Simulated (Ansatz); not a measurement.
Consider BiAs.

```
As Bi
1.0
     5.03427    0.00000    0.00000
    -2.51713    4.35980    0.00000
     0.00000    0.00000    6.49567
As Bi
2 2
Direct
  0.33333 0.66667 0.97259
  0.66667 0.33333 0.47259
  0.33333 0.66667 0.40341
  0.66667 0.33333 0.90341
```

Space group P6₃mc.

All numbers below come from DFT, PBEsol, PAW with Ansatz's default frozen-core files, scalar-relativistic (Ansatz).

What can the converged valence pseudo-density and electron localisation function tell about the bonding?

Bi–As (2.80 Å): ρ at the midpoint is about 0.37 e/Å³; the ELF is about 0.55 at the midpoint.

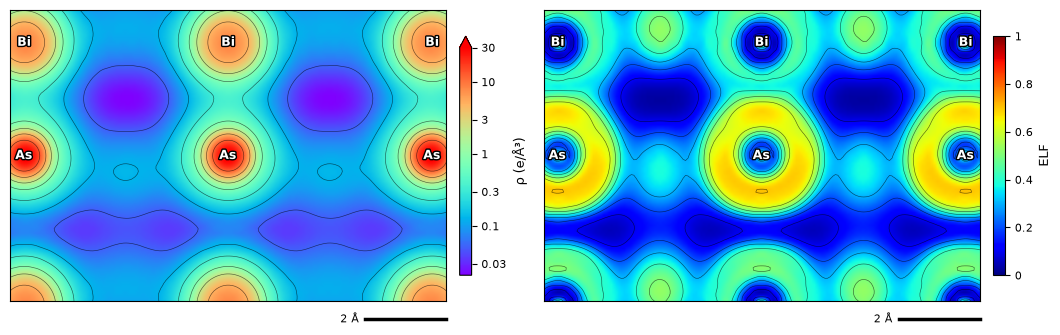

Computed valence pseudo-density and electron localisation function on the (100) plane of the conventional cell, in this order. 

In a PAW calculation such maps are meaningful between the atoms, not at the nuclei.
